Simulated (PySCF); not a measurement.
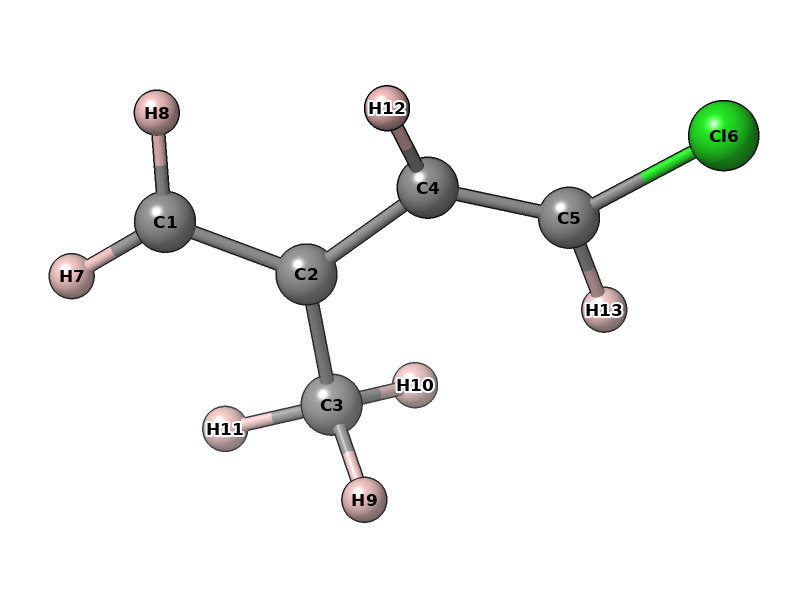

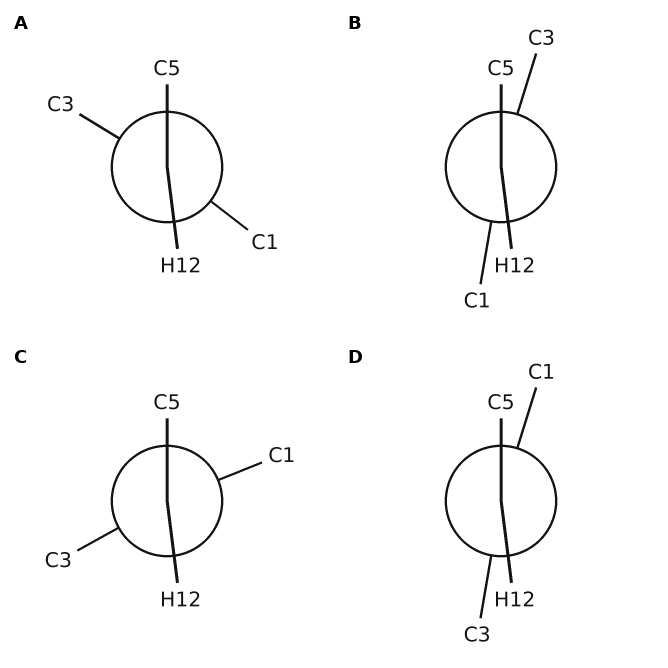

Depth is shown by fading: the farther an atom, the more it takes the colour of the background. Bonds that would overlap in a projection are set slightly apart. Geometry: a frame of a GFN2-xTB molecular-dynamics simulation, not a minimum.

> Which Newman projection shows the view along C4–C2, with C4 in front?

B. The torsion angle C5–C4–C2–C3 is 1°, synperiplanar (eclipsed).
